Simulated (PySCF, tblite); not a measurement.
**C₆H₁₃BO₃: geometry, infrared bands and NMR shifts**

What infrared bands and NMR shifts should C₆H₁₃BO₃ (`CC(C)OB1OCCCO1`) show?

Programs: tblite 0.8.0 and PySCF 2.14.0, with density-fitted response routines of our own. Each step states its level of theory. These are calculated values for one molecule in the gas phase, unless marked as measured. Atoms are numbered from 0 throughout.

**1. The starting structure**

23 atoms, charge 0, multiplicity 1; geometry from: force field or distance geometry start.

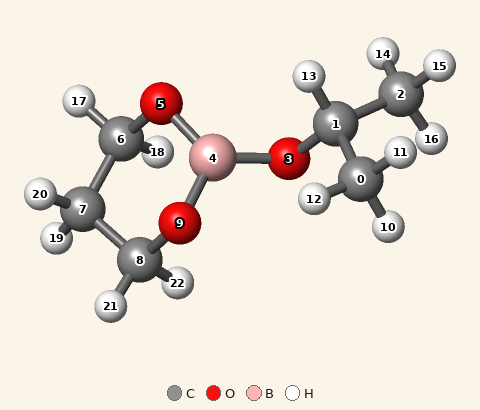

As it starts; carbon grey, oxygen red, boron pink, hydrogen white, atoms numbered; sticks join atoms by distance.

**2. Geometry optimisation with GFN2-xTB**

The job: settings as JSON, then the geometry in Å.

```
{"job": {"kind": "relax", "xc": "GFN2-xTB", "basis": "xTB"}, "charge": 0, "multiplicity": 1}
C     -2.428700    -1.122300    -0.714100
C     -1.929400     0.288600    -0.370600
C     -2.999200     1.053100     0.394500
O     -0.785600     0.202500     0.466200
B      0.442400     0.084900    -0.329100
O      1.291400     1.269400    -0.542000
C      2.342200     1.213100     0.412200
C      3.134500    -0.114500     0.339600
C      2.146000    -1.307700     0.448300
O      1.093800    -1.222800    -0.504200
H     -2.649500    -1.701200     0.209400
H     -3.370800    -1.054000    -1.315800
H     -1.683200    -1.664100    -1.301400
H     -1.730600     0.851000    -1.309700
H     -2.642700     2.083700     0.639800
H     -3.922700     1.158300    -0.224100
H     -3.272500     0.539800     1.340000
H      3.044000     2.040000     0.217200
H      1.943400     1.367800     1.452700
H      3.879800    -0.166900     1.163200
H      3.659000    -0.167500    -0.633700
H      2.702000    -2.243100     0.272000
H      1.731800    -1.360900     1.493300
```

Command:

```bash
$ OMP_NUM_THREADS=1 python probes_run.py task.json out
```

The driver reads the jobs from task.json and runs them one after another.

**Question.** This job is followed by: GFN2-xTB harmonic vibrations, gas phase; GIAO PBE0/pcSseg-1 NMR shielding, non-relativistic, gas phase. Predict these results of the whole session: strongest single infrared mode (GFN2-xTB); zero-point energy (GFN2-xTB); ¹³C shifts against TMS (PBE0/pcSseg-1, means over atoms taken as alike); ¹H shifts against TMS (PBE0/pcSseg-1, means over atoms taken as alike); ¹⁷O shifts against H2O (PBE0/pcSseg-1, means over atoms taken as alike); ¹¹B shifts against BF3·OEt2 (PBE0/pcSseg-1).

**Answer**, as computed:

| quantity | value |
| --- | --- |
| strongest single infrared mode (GFN2-xTB) | 1271 cm⁻¹, 783 km/mol |
| zero-point energy (GFN2-xTB) | 121.0 kcal/mol |
| ¹³C shifts against TMS (PBE0/pcSseg-1, means over atoms taken as alike) | 71.7, 66.4, 31.8, 24.5 ppm |
| ¹H shifts against TMS (PBE0/pcSseg-1, means over atoms taken as alike) | 4.28, 4.24, 1.68, 1.37 ppm |
| ¹⁷O shifts against H2O (PBE0/pcSseg-1, means over atoms taken as alike) | 122.5, 91.6 ppm |
| ¹¹B shifts against BF3·OEt2 (PBE0/pcSseg-1) | 14.8 ppm |

What this shows: Relaxing lowered the energy by 2.000 eV in 202 steps; the close pair that moved most is O3–B4, from 1.468 to 1.350 Å. All 63 modes are real, so the xTB geometry is a minimum. The strongest single mode, at 1271 cm⁻¹, is carried by B4, O3, H13. Unscaled tight-binding wavenumbers are off by several per cent, some by more. Its intensities can rank the bands wrongly. C1 (sp3 CH bonded to O) lies farthest downfield among carbon, at 71.7 ppm; deshielded by the electronegative neighbour. The most deshielded hydrogen is H17, H18, H21, H22 (mean) (hydrogen on an sp3 CH2 bonded to O), at 4.28 ppm: its carbon carries O, hence the downfield position. At PBE0/pcSseg-1: The largest span, 177 ppm, is at O5, O9, where the paramagnetic term is -153 ppm.
